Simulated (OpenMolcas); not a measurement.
# One shape, several levels: triplet InNH3Cl

Aim: a comparison of 6 runs (UHF/STO-3G, U-r2SCAN/def2-SVPD, U-revPBE/def2-SVPD, UB3LYP/def2-SVPD, UBHLYP/def2-SVPD, UBLYP/def2-SVPD) of triplet InNH3Cl. 

The results are computed with OpenMolcas 26.06.

### 1 The molecule

The species is InNH3Cl (6 atoms), meant as a triplet with charge 0. SMILES of the parent species: `[NH2][InH][Cl]`. The coordinates come from a PBE0-D4/def2-TZVP relaxation. That shape belongs to the parent species and isn't relaxed for this state.

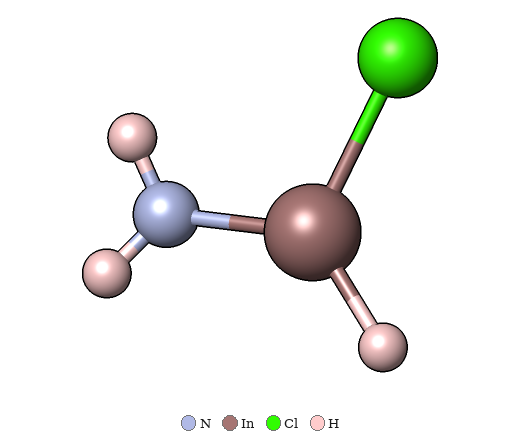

Viewed from a chosen angle; nitrogen light blue, indium brown, chlorine green, hydrogen pink.

### 2 A single-point energy at UHF/STO-3G (run 1)

File struct.xyz:

```xyz
6

N     -1.020800     0.188100    -0.504100
In     0.792100     0.148600     0.327900
Cl     0.990800    -1.771000     1.649200
H     -1.219400     0.761400    -1.308200
H     -1.558200    -0.664500    -0.526800
H      2.057500     1.273400     0.315800
```

File run.input:

```
&GATEWAY
  BasLib = $CurrDir
  Coord = struct.xyz
  Basis = STO-3G
  Group = NoSym

&SEWARD

&SCF
  UHF
  Spin = 3
  Thresholds = 1e-10 1e-07 1e-07 1e-05
  PrOrbitals = 1 2
```

The basis set STO-3G is read from a file made from the Basis Set Exchange's data (not shown).

On the command line:

```sh
$ export MOLCAS_MEM=1860
$ pymolcas run.input > run.log
```

Log:

```text
--- Start Module: gateway ---
[...]
--- Stop Module: gateway /rc=_RC_ALL_IS_WELL_ ---
--- Start Module: seward ---
[...]
      Basis functions           44
--- Stop Module: seward /rc=_RC_ALL_IS_WELL_ ---
--- Start Module: scf ---
[...]
       Convergence after  22 Iterations
[...]
::    Total SCF energy                              -6192.8783231206
[...]
      Total spin, S                                     1.0113803575
[...]
      Total electronic charge=   76.000000
      Total            charge=   -0.000000
[...]
      Dipole Moment (debye):
      Origin of the operator (angstrom)=    0.6629   -0.2447    0.5198
                   X= -6.7085E+00               Y=  3.3417E+00               Z= -5.1754E+00           Total=  9.1080E+00
      Quadrupole Moment (debye*angstrom):
[...]
--- Stop Module: scf /rc=_RC_ALL_IS_WELL_ ---
[...]
```

It took 2.8 s on 1 thread of Arm Neoverse V1, shared host; peak memory 0.38 GiB.

### 3 The energy at U-r2SCAN/def2-SVPD (core potential) (run 2)

File coord.xyz:

```xyz
6

N     -1.020800     0.188100    -0.504100
In     0.792100     0.148600     0.327900
Cl     0.990800    -1.771000     1.649200
H     -1.219400     0.761400    -1.308200
H     -1.558200    -0.664500    -0.526800
H      2.057500     1.273400     0.315800
```

File calc.inp:

```
&gateway
baslib=$CurrDir
coord=coord.xyz
basis=def2-SVPD
group=NoSym
&seward
gridinput
Grid=UltraFine
End of Grid
&scf
uhf
spin=3
ksdft=2
1.0 MGGA_X_R2SCAN
1.0 MGGA_C_R2SCAN
thresholds=1e-10 1e-07 1e-07 1e-05
prorbitals=1 2
```

The basis set def2-SVPD is read from a file made from the Basis Set Exchange's data (not shown).

On the command line:

```sh
$ export MOLCAS_MEM=1860
$ pymolcas calc.inp > calc.log
```

Log:

```text
--- Start Module: gateway ---
[...]
--- Stop Module: gateway /rc=_RC_ALL_IS_WELL_ ---
--- Start Module: seward ---
[...]
      Basis functions          103
--- Stop Module: seward /rc=_RC_ALL_IS_WELL_ ---
[...]
--- Start Module: scf ---
[...]
       Convergence after  36 Iterations
[...]
::    Total KS-DFT energy                            -706.6023241437
[...]
      Total spin, S                                     1.0024516133
[...]
      Total electronic charge=   48.000000
      Total            charge=   -0.000000
[...]
      Dipole Moment (debye):
      Origin of the operator (angstrom)=    0.6629   -0.2447    0.5198
                   X= -4.7772E+00               Y=  2.5609E+00               Z= -1.3425E+00           Total=  5.5841E+00
      Quadrupole Moment (debye*angstrom):
[...]
--- Stop Module: scf /rc=_RC_ALL_IS_WELL_ ---
[...]
```

It took 2.7 min on 1 thread of Arm Neoverse V1, shared host; peak memory 0.58 GiB.

Runs 3 to 4 aren't shown in full; the table further down has their settings and results.

### 4 A single-point energy at UBHLYP/def2-SVPD (core potential) (run 5)

File calc.inp:

```
&GATEWAY
BasLib=$CurrDir
Coord
6
angstrom
N       -1.020800       0.188100      -0.504100
In       0.792100       0.148600       0.327900
Cl       0.990800      -1.771000       1.649200
H       -1.219400       0.761400      -1.308200
H       -1.558200      -0.664500      -0.526800
H        2.057500       1.273400       0.315800
Basis=def2-SVPD
Group=NoSym
&SEWARD
GridInput
Grid=UltraFine
End of Grid
&SCF
UHF
Spin=3
KSDFT=HYB_GGA_XC_BHANDHLYP
Thresholds=1e-10 1e-07 1e-07 1e-05
PrOrbitals=1 1
```

The basis set def2-SVPD is read from a file made from the Basis Set Exchange's data (not shown).

On the command line:

```sh
$ export MOLCAS_MEM=1860
$ pymolcas calc.inp > calc.log
```

Log:

```text
--- Start Module: gateway ---
[...]
--- Stop Module: gateway /rc=_RC_ALL_IS_WELL_ ---
--- Start Module: seward ---
[...]
      Basis functions          103
--- Stop Module: seward /rc=_RC_ALL_IS_WELL_ ---
[...]
--- Start Module: scf ---
[...]
       Convergence after  29 Iterations
[...]
::    Total KS-DFT energy                            -706.4758946060
[...]
      Total spin, S                                     1.0021978326
[...]
      Total electronic charge=   48.000000
      Total            charge=   -0.000000
[...]
      Dipole Moment (debye):
      Origin of the operator (angstrom)=    0.6629   -0.2447    0.5198
                   X= -5.5142E+00               Y=  3.1685E+00               Z= -1.8688E+00           Total=  6.6286E+00
      Quadrupole Moment (debye*angstrom):
[...]
--- Stop Module: scf /rc=_RC_ALL_IS_WELL_ ---
[...]
```

It took 84 s on 1 thread of Arm Neoverse V1, shared host; peak memory 0.58 GiB.

### 5 A single-point energy at UBLYP/def2-SVPD (core potential) (run 6)

File geom.xyz:

```xyz
6

N     -1.020800     0.188100    -0.504100
In     0.792100     0.148600     0.327900
Cl     0.990800    -1.771000     1.649200
H     -1.219400     0.761400    -1.308200
H     -1.558200    -0.664500    -0.526800
H      2.057500     1.273400     0.315800
```

File test.inp:

```
* ClH3InN Kohn-Sham DFT

&GATEWAY
  BasLib = $CurrDir
  Coord = geom.xyz
  Basis = def2-SVPD
  Group = NoSym

&SEWARD
  GridInput
  Grid=UltraFine
  End of Grid

&SCF
  UHF
  Spin = 3
  KSDFT = BLYP
  Thresholds = 1e-10 1e-07 1e-07 1e-05
  PrOrbitals = 1 1
```

The basis set def2-SVPD is read from a file made from the Basis Set Exchange's data (not shown).

On the command line:

```sh
$ export MOLCAS_MEM=1860
$ pymolcas test.inp > test.log
```

Log:

```text
--- Start Module: gateway ---
[...]
--- Stop Module: gateway /rc=_RC_ALL_IS_WELL_ ---
--- Start Module: seward ---
[...]
      Basis functions          103
--- Stop Module: seward /rc=_RC_ALL_IS_WELL_ ---
[...]
--- Start Module: scf ---
[...]
       Convergence after  35 Iterations
[...]
::    Total KS-DFT energy                            -706.5225830379
[...]
      Total spin, S                                     1.0016685361
[...]
      Total electronic charge=   48.000000
      Total            charge=   -0.000000
[...]
      Dipole Moment (debye):
      Origin of the operator (angstrom)=    0.6629   -0.2447    0.5198
                   X= -2.7707E+00               Y=  1.9298E+00               Z= -1.1985E+00           Total=  3.5829E+00
      Quadrupole Moment (debye*angstrom):
[...]
--- Stop Module: scf /rc=_RC_ALL_IS_WELL_ ---
[...]
```

Run time: 97 s. Hardware: 1 thread of Arm Neoverse V1, shared host; peak memory 0.58 GiB.

### 6 All runs side by side

| run | level | integration grid | energy (Eh) | dipole moment (D) | HOMO energy (eV) | ⟨S²⟩ | wall time |
| --- | --- | --- | --- | --- | --- | --- | --- |
| 1 | UHF/STO-3G | – | -6192.878323 | 9.11 | -1.34 | 2.034 | 2.8 s |
| 2 | U-r2SCAN/def2-SVPD (core potential) | UltraFine | -706.602324 | 5.58 | -2.57 | 2.007 | 2.7 min |
| 3 | U-revPBE/def2-SVPD (core potential) | UltraFine | -706.540659 | 4.20 | -2.41 | 2.005 | 97 s |
| 4 | UB3LYP/def2-SVPD (core potential) | UltraFine | -706.670733 | 5.06 | -3.09 | 2.006 | 100 s |
| 5 | UBHLYP/def2-SVPD (core potential) | UltraFine | -706.475895 | 6.63 | -3.82 | 2.007 | 84 s |
| 6 | UBLYP/def2-SVPD (core potential) | UltraFine | -706.522583 | 3.58 | -2.38 | 2.005 | 97 s |

### 7 Outcome

| quantity | value |
| --- | --- |
| run 6: total energy | -706.52258 Eh |
| run 6: dipole moment | 3.58 D |
| run 6: HOMO energy (highest over α and β) | -2.38 eV |
| run 6: ⟨S²⟩ | 2.005 |

The dipole moment (its size) runs from 3.58 D (UBLYP/def2-SVPD) to 9.11 D (UHF/STO-3G). The two ends differ in method and basis and core potential. Totals of different functionals can't be ranked against each other. Some runs of one species differ in core potentials or relativity; totals across that change don't compare. In run 1 the basis is minimal, so the values are rough. In run 1 relativity is left out where basis or elements ask for it. All runs together took 9 min, the longest 2.7 min.
